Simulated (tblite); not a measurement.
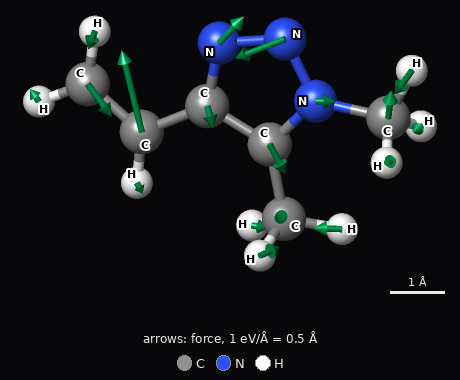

Starting geometry of C$_{6}$H$_{9}$N$_{3}$ with the computed forces as green arrows. Style: ball-and-stick. Shown from a free direction.

All numbers below come from GFN2-xTB geometry optimisation, gas phase (tblite). 

Q: Is this structure relaxed? If not, where do the atoms go?

A: It isn't relaxed: the largest force vector, on a C atom, is 3.28 eV/Å. The final displacements have little in common with the starting forces (cosine between the two patterns 0.20). The energy falls by 10.1 kcal/mol in 96 geometry steps. The largest move after the best rigid fit is that of an H atom, 0.79 Å. Largest moves by element: H 0.79 Å, C 0.15 Å, N 0.07 Å. Near-neighbour distances that change, for instance: C–H 1.135 → 1.088 Å, N–N 1.318 → 1.274 Å, C–C 1.357 → 1.327 Å, C–C 1.506 → 1.481 Å. Bond angles that change, for instance: C–C–C 114.2° → 123.2°, C–C–H 123.5° → 115.6°, H–C–H 115.4° → 109.0°. Groups turn about C–C by about 35°.
